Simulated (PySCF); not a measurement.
C4H6ClFGe···H2O

| atom | x (Å) | y (Å) | z (Å) |
| --- | --- | --- | --- |
| F | -2.0799 | -0.5466 | 1.6029 |
| C | -1.0350 | -0.2856 | 0.7824 |
| C | -0.0278 | -1.1349 | 0.6307 |
| Cl | 0.0358 | -2.6532 | 1.4688 |
| C | 1.1037 | -0.7953 | -0.2797 |
| Ge | 0.5274 | 0.9427 | -1.0770 |
| C | -1.0852 | 1.0184 | 0.0653 |
| H | 2.0272 | -0.7257 | 0.2966 |
| H | 1.2484 | -1.5973 | -1.0038 |
| H | 1.5431 | 2.0203 | -0.8413 |
| H | 0.2733 | 0.8112 | -2.5466 |
| H | -1.0670 | 1.8386 | 0.7836 |
| H | -2.0168 | 1.1053 | -0.4922 |
| O | -0.6621 | 3.2408 | -1.9640 |
| H | -0.7703 | 4.0312 | -1.4314 |
| H | -0.6847 | 3.5046 | -2.8859 |

Geometry: GFN2-xTB.

Theory: PySCF 2.14.0, PBE0-D3(BJ)/def2-SVP, SCF density, gas phase.

Question: Predict the electron density and electron localisation function between the atoms.

Answer: Ge6···O14 (2.74 Å): the density falls to about 0.13 e/Å³ on the way; the ELF dips to about 0.05 between them.
C–C (1.33 Å): ρ is about 2.3 e/Å³ halfway; the ELF peaks at about 0.90 between the atoms; a short, multiple covalent bond.
C–F (1.35 Å): ρ at the midpoint is about 2.2 e/Å³, with its minimum of 1.7 e/Å³ about 0.5 Å from C; the ELF peaks at about 0.85 between the atoms, as expected for a polar covalent bond.
C–Cl (1.74 Å): ρ is about 1.4 e/Å³ halfway; the ELF peaks at about 0.90 between the atoms, as expected for a covalent bond.

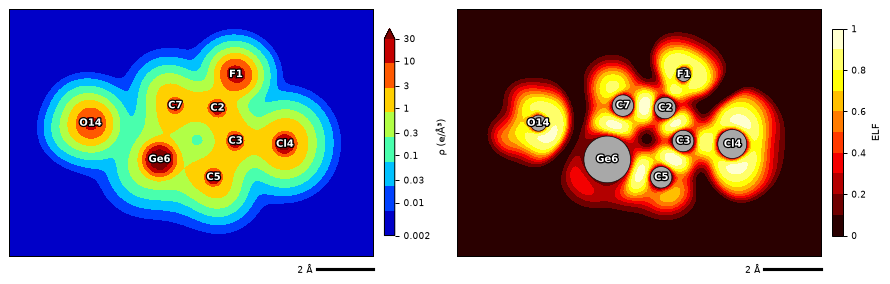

Computed electron density and electron localisation function on the plane of atoms C3, C5 and Ge6, in this order. Grey discs cover the atomic cores in the ELF map. 
